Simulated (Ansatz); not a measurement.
# CH5AlGeO (SMILES O=[CH][GeH2][AlH2]): revPBE/cc-pVDZ

What is the vertical ionisation energy of CH5AlGeO at revPBE/cc-pVDZ? 

The calculation is run with Ansatz 0.2.0.

72 further runs of the same task are left out: 72 set aside as unsound or not needed. Runs told in other sessions of the task aren't counted.

## Step 1: The system as given

CH5AlGeO: 9 atoms, total charge 0, spin state singlet. As SMILES, `O=[CH][GeH2][AlH2]`. The shape is that of a PBE0-D4/def2-TZVP optimisation. This is one conformer, not always the lowest.

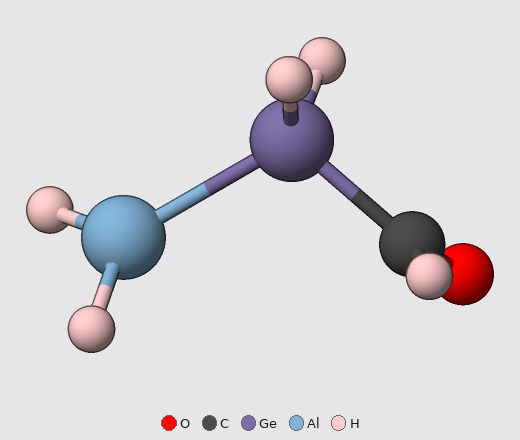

The structure, seen from a chosen angle (oxygen red, carbon dark grey, germanium purple, aluminium light blue, hydrogen pink).

## Step 2: A single-point energy at revPBE/cc-pVDZ

Contents of run.yaml:

```yaml
crystal:
  periodic: [false, false, false]
  atoms:
    - {symbol: O, position_ang: [-0.559900, 0.933700, -2.383700]}
    - {symbol: C, position_ang: [0.288100, 0.366900, -1.753500]}
    - {symbol: Ge, position_ang: [0.548000, 0.626500, 0.225200]}
    - {symbol: Al, position_ang: [-0.849600, -1.010200, 1.461300]}
    - {symbol: H, position_ang: [0.962400, -0.366200, -2.257100]}
    - {symbol: H, position_ang: [0.229300, 2.100100, 0.528800]}
    - {symbol: H, position_ang: [2.052000, 0.385500, 0.486200]}
    - {symbol: H, position_ang: [-0.703300, -2.549400, 1.107400]}
    - {symbol: H, position_ang: [-1.878600, -0.533100, 2.568200]}
basis:
  gaussian: {orbitals: cc-pVDZ}
hamiltonian: {xc: {name: revPBE}}
accuracy: high
output: {orbitals: {seedname: orbitals}}
```

On the command line:

```
$ ansatz run run.yaml --threads 1 --pin off --max-ram 2610MiB --events-out events.jsonl --progress --plain --runs-dir runs
```

The log of the run:

```text
Warning: RAYON_NUM_THREADS=1 ignored (pool sized by the plan → 1); use --threads N
Functional definition: revPBE
  name "revPBE"
  parameter kappa = 1.245
  parameter beta = 0.06672455060314922
  exchange = pbe_x(kappa = kappa, mu = beta*pi^2/3)
  correlation = pbe_c(beta = beta)
2242 factors; integrals over basis functions are off by at most 4.4e-9 eV
mean field evaluation 1: about -66267.6274 eV, gradient 4.2e1 eV
mean field evaluation 2: about -66206.2110 eV, gradient 1.3e2 eV
mean field evaluation 4: about -66271.5368 eV, gradient 1.2e1 eV
mean field evaluation 8: about -66271.9468 eV, gradient 2.8e-1 eV
mean field evaluation 16: about -66271.9471 eV, gradient 5.2e-5 eV
mean field -66271.94707640 eV, -2435.4491343184 hartree, gradient 5.6e-8 eV, S^2 0.000000; 0 other end points of the search recorded, 0 dependent functions left out
reference -66271.94708157 eV, -2435.4491345086 hartree; 32, 32 occupied and 66, 66 virtual orbitals, 2242 factors
Total energy: -66271.94708157 eV, -2435.4491345086 hartree
```

It took 12 s on 1 thread of Arm Neoverse V2, shared host; peak memory 0.28 GiB.

## Step 3: The doublet cation at the same level

Contents of input.yaml:

```yaml
crystal:
  periodic: [false, false, false]
  atoms:
    - {symbol: O, position_ang: [-0.559900, 0.933700, -2.383700]}
    - {symbol: C, position_ang: [0.288100, 0.366900, -1.753500]}
    - {symbol: Ge, position_ang: [0.548000, 0.626500, 0.225200]}
    - {symbol: Al, position_ang: [-0.849600, -1.010200, 1.461300]}
    - {symbol: H, position_ang: [0.962400, -0.366200, -2.257100]}
    - {symbol: H, position_ang: [0.229300, 2.100100, 0.528800]}
    - {symbol: H, position_ang: [2.052000, 0.385500, 0.486200]}
    - {symbol: H, position_ang: [-0.703300, -2.549400, 1.107400]}
    - {symbol: H, position_ang: [-1.878600, -0.533100, 2.568200]}
basis:
  gaussian: {orbitals: cc-pVDZ}
magnetization: {spin_polarized: true, initial_magnetization: 1}
hamiltonian: {xc: {name: revPBE}}
total_charge: 1
accuracy: high
output: {orbitals: {seedname: orbitals}}
```

On the command line:

```
$ ansatz run input.yaml --threads 1 --pin off --max-ram 2610MiB --events-out events.jsonl --progress --plain --runs-dir runs
```

The log of the run:

```text
Warning: RAYON_NUM_THREADS=1 ignored (pool sized by the plan → 1); use --threads N
Functional definition: revPBE
  name "revPBE"
  parameter kappa = 1.245
  parameter beta = 0.06672455060314922
  exchange = pbe_x(kappa = kappa, mu = beta*pi^2/3)
  correlation = pbe_c(beta = beta)
2242 factors; integrals over basis functions are off by at most 4.4e-9 eV
mean field evaluation 1: about -66233.5278 eV, gradient 7.1e1 eV
mean field evaluation 2: about -65600.4936 eV, gradient 2.1e2 eV
mean field evaluation 4: about -66260.9793 eV, gradient 2.2e1 eV
mean field evaluation 8: about -66263.5581 eV, gradient 1.9e0 eV
mean field evaluation 16: about -66263.5807 eV, gradient 3.7e-3 eV
mean field evaluation 32: about -66259.5927 eV, gradient 1.6e1 eV
mean field -66263.58066223 eV, -2435.1416742688 hartree, gradient 8.6e-8 eV, S^2 0.753707; 4 other end points of the search recorded, 0 dependent functions left out
reference -66263.58066754 eV, -2435.1416744638 hartree; 32, 31 occupied and 66, 67 virtual orbitals, 2242 factors
Total energy: -66263.58066754 eV, -2435.1416744638 hartree
```

Wall time 24 s (1 thread of Arm Neoverse V2, shared host); peak memory 0.35 GiB.

## Step 4: Results

At revPBE/cc-pVDZ:

```
                                          quantity           value
                    singlet CH5AlGeO: total energy  -2435.44913 Eh
                     singlet CH5AlGeO: HOMO energy        -5.26 eV
                     singlet CH5AlGeO: LUMO energy        -2.91 eV
                   singlet CH5AlGeO: HOMO–LUMO gap         2.35 eV
                      doublet cation: total energy  -2435.14167 Eh
doublet cation: HOMO energy (highest over α and β)       -11.94 eV
 doublet cation: LUMO energy (lowest over α and β)       -11.35 eV
                              doublet cation: ⟨S²⟩           0.754
vertical ionisation energy (to the doublet cation)        8.366 eV
```

Removing an electron at fixed nuclei costs 8.37 eV (807 kJ/mol). −ε(HOMO) before ionisation, 5.26 eV, is 3.11 eV below this ionisation energy.
